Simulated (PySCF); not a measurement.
**IrH₂: structure of the quartet**

Aim: relax IrH₂ as a quartet from a PBE0 minimum start, check by its vibrations whether the end is a minimum, and collect its spectrum and constants.

Program: PySCF 2.14.0. Level of theory: PBE0, basis Ir def2-TZVP with ECP60, H def2-TZVP, scalar-relativistic core potentials, no spin–orbit coupling, density fitting. These are calculated values, not measurements.

### Step 1. Starting geometry

3 atoms, charge 0, spin multiplicity 4.

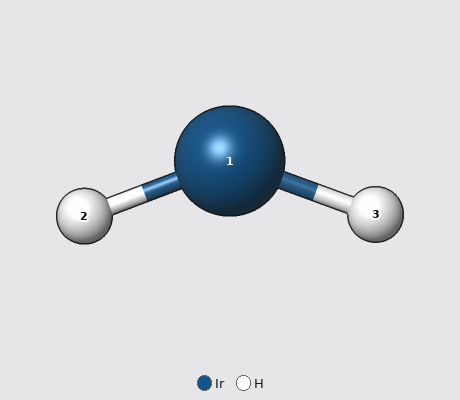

The starting geometry (iridium blue, hydrogen white); atoms are numbered from 1 in the order of the file.

Z-matrix (Å, degrees; charge 0 multiplicity 4):
```
Ir
H  1 1.6360
H  1 1.6360 2 139.06
```

### Step 2. First SCF at the start

The steps below are one call of a driver around PySCF. For each, scf.py gives the equivalent set-up of the SCF; relaxations use the driver's own optimiser. After this first run the driver tries any further starts and a stability analysis.

Input file scf.py:

```python
from pyscf import gto, scf, dft
mol = gto.M(atom='''
Ir     0.000000     0.000000    -0.005914
H      1.532764    -0.000000     0.566181
H     -1.532764     0.000000     0.566181''',
    basis={'Ir': 'def2-TZVP', 'H': 'def2-TZVP'},
    ecp={'Ir': 'def2-TZVP'},
    charge=0, spin=3)
mf = dft.UKS(mol, xc='PBE0')
mf.grids.atom_grid = (50, 194)
aux = {'Ir': 'def2-universal-JKFIT', 'H': 'def2-universal-JKFIT'}
mf = mf.density_fit(auxbasis=aux)
mf.conv_tol = 1e-08
mf.diis_space = 10
mf.max_cycle = 60
mf.init_guess = 'minao'
mf.verbose = 4
mf.kernel()
```

Started as:

```console
> OMP_NUM_THREADS=2 python axn.py task.json out
```

Output:

```text
init E= -89.4655154991113
[... the frontier-level lines of each cycle are left out ...]
cycle= 1 E= -105.2878592614  delta_E= -15.8  |g|=  0.5  |ddm|= 4.96
cycle= 2 E= -105.055884354865  delta_E= 0.232  |g|= 0.918  |ddm|=  1.2
cycle= 3 E= -105.422300165053  delta_E= -0.366  |g|= 0.0426  |ddm|= 0.771
cycle= 4 E= -105.42412949297  delta_E= -0.00183  |g|= 0.0366  |ddm|= 0.0773
cycle= 5 E= -105.424884765713  delta_E= -0.000755  |g|= 0.0151  |ddm|= 0.0365
cycle= 6 E= -105.425285024577  delta_E= -0.0004  |g|= 0.0031  |ddm|= 0.0472
cycle= 7 E= -105.425349253914  delta_E= -6.42e-05  |g|= 0.00179  |ddm|= 0.0206
cycle= 8 E= -105.425383309934  delta_E= -3.41e-05  |g|= 0.000916  |ddm|= 0.0192
cycle= 9 E= -105.425396572697  delta_E= -1.33e-05  |g|= 0.000247  |ddm|= 0.0175
cycle= 10 E= -105.425397307937  delta_E= -7.35e-07  |g|= 5.49e-05  |ddm|= 0.00462
cycle= 11 E= -105.425397320929  delta_E= -1.3e-08  |g|= 9.82e-06  |ddm|= 0.000557
cycle= 12 E= -105.42539732109  delta_E= -1.62e-10  |g|= 3.85e-06  |ddm|= 3e-05
Extra cycle  E= -105.425397321093  delta_E= -2.37e-12  |g|= 5.32e-06  |ddm|= 9.65e-06
converged SCF energy = -105.425397321093  <S^2> = 3.7542053  2S+1 = 4.0021021
```

This step, with its further starts and checks, took 4.6 s on 2 threads of Arm Neoverse V2, shared host.

The starts that the driver tried:

```csv
start,energy (Eh)
the minimal-basis guess,-105.425397
a thermally smeared density,-105.425397
a smeared PBE density,-105.422706
```

The test of internal stability and the other starts found no lower solution of this spin.

### Step 3. Relaxing the quartet from the PBE0 minimum start

The program finds C2v symmetry in the start, which this walk keeps.

Changes to scf.py since step 2:

```diff
@@ -4 +4 @@
-H      1.532764    -0.000000     0.566181
+H      1.532764     0.000000     0.566181
@@ -16 +15,0 @@
-mf.init_guess = 'minao'
```

Steps of the walk:

```csv
step,energy (Eh),change (kJ/mol),largest symmetric gradient (Eh/bohr)
0,-105.425397,0.00,0.00002
```

The walk took 0.5 s.

After 0 steps and 0.0 kJ/mol it ends at C2v: Ir–H 1.636 Å (×2); H–Ir–H 139.1°.

### Step 4. Frequencies

The point is checked on the finer grid, and tightened if its gradient asks for it. The Hessian and the dipole derivatives come from central differences of analytic gradients, with steps of 0.02 bohr.

Changes to scf.py since step 3:

```diff
@@ -10 +10 @@
-mf.grids.atom_grid = (50, 194)
+mf.grids.atom_grid = (75, 302)
@@ -13 +13 @@
-mf.conv_tol = 1e-08
+mf.conv_tol = 1e-10
```

The driver hands on the density of the step before, so the log starts near convergence.

SCF at the final geometry:

```text
init E= -105.425386440499
[... the frontier-level lines of each cycle are left out ...]
cycle= 1 E= -105.425386440499  delta_E= -2.27e-13  |g|= 1.34e-06  |ddm|= 1.99e-06
Extra cycle  E= -105.425386440498  delta_E= 5.97e-13  |g|= 1.65e-06  |ddm|= 2.4e-06
converged SCF energy = -105.425386440498  <S^2> = 3.7542066  2S+1 = 4.0021027
```

The whole step took 11 s.

Geometry: C2v; Ir–H 1.636 Å (×2); H–Ir–H 139.1°.

Modes, for the most abundant isotopes:

| symmetry | ω (cm⁻¹) | IR (km/mol) | type |
| --- | --- | --- | --- |
| a1 | 829 | 17.8 | bend |
| b2 | 1867 | 153 | stretch |
| a1 | 2087 | 34.8 | stretch |

Every mode is real; the point is a minimum.

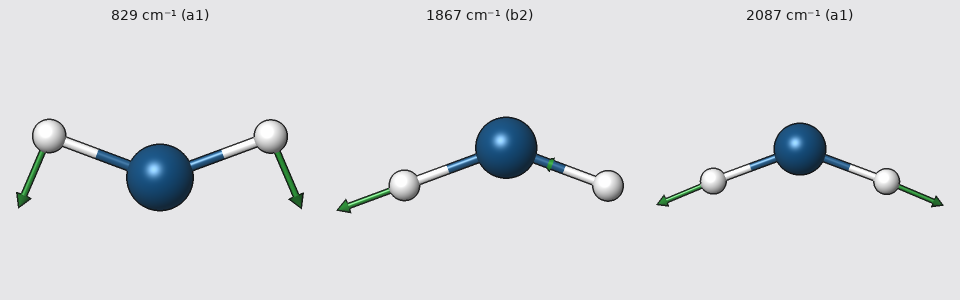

How the atoms move in 3 of the modes.

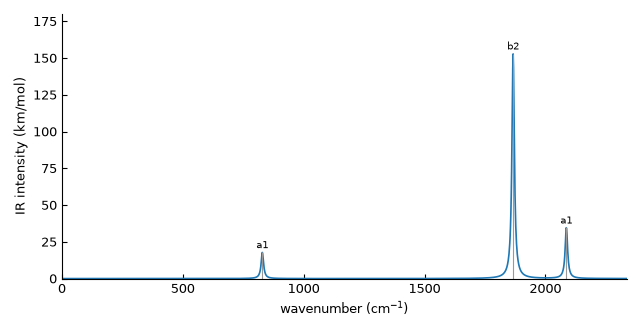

The harmonic infrared spectrum (widths in cm⁻¹). Lines are broadened to a width of 12 cm⁻¹ (Lorentzian).

Constants and moments:

- Dipole moment: 0.91 D
- Highest occupied level: -6.35 eV
- Lowest empty level: -3.98 eV
- Rotational constants: 25.82, 3.56, 3.129 cm⁻¹
- Zero-point energy: 28.6 kJ/mol
- Principal polarisabilities: 29.8, 34.5, 48.5 bohr³
- Atomisation energy without zero-point energy: 525 kJ/mol
- Principal traceless quadrupole moments about the centre of mass: -5.08, 1.76, 3.31 D Å
- Entropy at 298.15 K and 1 bar (electronic part: spin only): 241.4 J/(mol K)
- Heat capacity Cp at 298.15 K: 35.9 J/(mol K)
- Enthalpy at 298.15 K above 0 K: 10.10 kJ/mol
- Rotational symmetry number: 2
- Spin squared ⟨S²⟩: 3.754

Charges (e) and bond orders:

```json
{"atom": "Ir1", "Mulliken": "0.23", "Löwdin": "0.25", "polar tensor": "0.39", "spin (Mulliken)": "2.65", "Mayer order to Ir1": "–"}
{"atom": "H2,3", "Mulliken": "-0.11", "Löwdin": "-0.13", "polar tensor": "-0.20", "spin (Mulliken)": "0.18", "Mayer order to Ir1": "0.94"}
```

Outer orbital energies (eV). α occupied: -57.59, -11.94, -10.32, -9.54, -8.81, -8.65, -8.30, -6.35; empty: -1.28, -0.83, 2.42, 2.99. β occupied: -101.45, -55.80, -55.68, -55.62, -10.76, -9.02, -7.61, -7.49; empty: -3.98, -3.45, -2.92, -0.37.

Mulliken populations on Ir1 (outside its core potential): s 2.92, p 6.28, d 7.57, f 0.01.

### Step 5. What came out

| quantity | value |
| --- | --- |
| minimum | quartet, C2v |
| geometry | Ir–H 1.636 Å (×2); H–Ir–H 139.1° |
| wavenumbers (cm⁻¹) | 829 (a1), 1867 (b2), 2087 (a1) |
| dipole moment | 0.91 D |
| highest occupied, lowest empty level (either spin) | -6.35, -3.98 eV |
| polar-tensor charge of Ir1 | +0.39 e |
| zero-point energy | 28.6 kJ/mol |
| entropy at 298.15 K | 241.4 J/(mol K) |
| atomisation energy (no zero-point energy) | 525 kJ/mol |
| ⟨S²⟩ | 3.754 |

**Reading.** The PBE0 minimum start keeps its C2v symmetry and ends in a minimum. The strongest infrared band lies at 1867 cm⁻¹ (b2, stretch). Most of the spin sits on Ir1 (Mulliken spin 2.65, against 3 for the whole molecule). Only this shape and spin were tried, so other structures or states may lie lower. One determinant may miss the lowest occupation of an open d or f shell. Spin–orbit coupling, left out here, can matter for elements this heavy.

The search up to here took 16 s.
